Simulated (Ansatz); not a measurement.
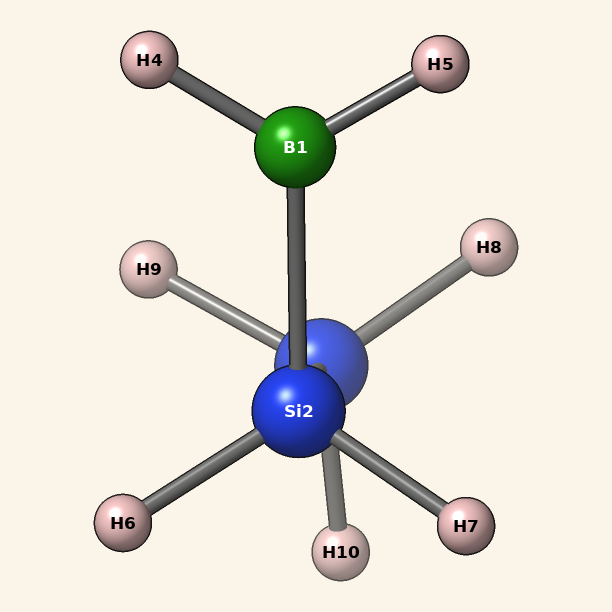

Si3 lies behind Si2. The molecule seen nearly along the Si2–Si3 bond, Si2 in front. Distant atoms are faded towards the background colour. The computed structure is the end point of a PBE-D4/def2-SVP optimisation. No frequency run is at hand to confirm it as a minimum.

Question: What is the torsion angle B1–Si2–Si3–H8? The sign is positive where the front bond must turn clockwise to cover the back bond.

Answer: 56°, synclinal (gauche). The bonds about Si2–Si3 are staggered.
